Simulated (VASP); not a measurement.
Band structure of AuAl$_{2}$ (fluorite). All values below come from vdW-DF-cx, VASP's PBE PAW potentials (set 64) (plane waves; VASP).

Unless said otherwise, spin-orbit coupling is left out, though it shifts the bands of the heavy elements here.

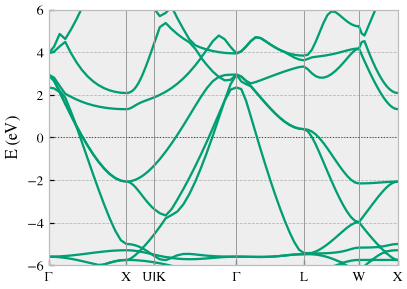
*Bands along high-symmetry lines, zero at the valence-band maximum or, without a gap, the Fermi level*

Read the plot: is there a gap, and where are the band edges?

It has no gap at this level: it comes out as a metal or semimetal. (Edges off the drawn lines would not show.)

The compound is AuAl2 in the fluorite structure. It was relaxed first. The electron count is odd and the run is not spin-polarised, which forces a metal.
